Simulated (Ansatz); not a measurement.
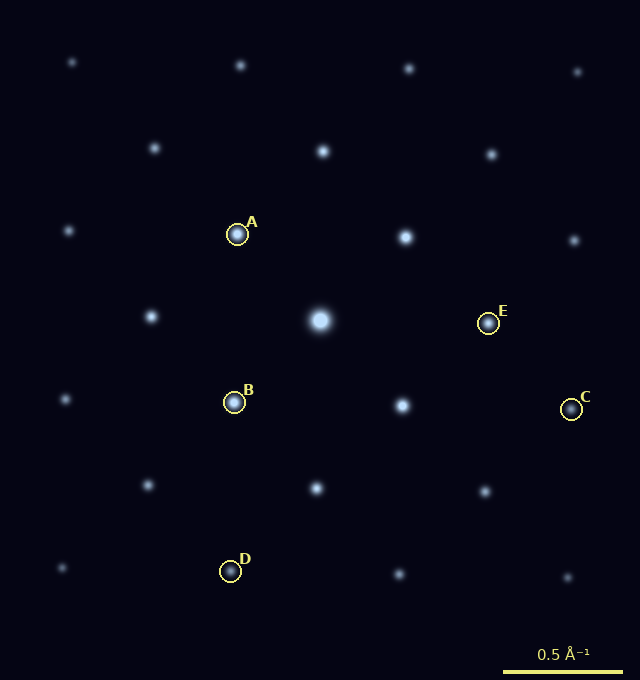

Simulated selected-area electron diffraction pattern (80 kV, kinematic approximation, thin crystal, B = 0.5 Å² for all atoms). The zone axis points towards the electron source and the pattern is seen from the source side.

Cr, space group Im-3m (No. 229), a = 2.81 Å. Structure: the input geometry of an electronic-structure calculation (not necessarily at equilibrium).

Spot A is indexed -1 -1 0 and spot B 1 -1 0.

**Index the other marked spots.**

C = −2A − B = 1 3 0 (d = 0.889 Å). D = −A + 2B = 3 -1 0 (d = 0.889 Å). E = −A − B = 0 2 0 (d = 1.406 Å).

**Which zone axis is this?**

The cross product of A and B is parallel to [001]; every spot obeys hu + kv + lw = 0.

**What are the spacings of A and B and the angle between them?**

d(A) = 1.989 Å, d(B) = 1.989 Å, and the angle is 90.0°.
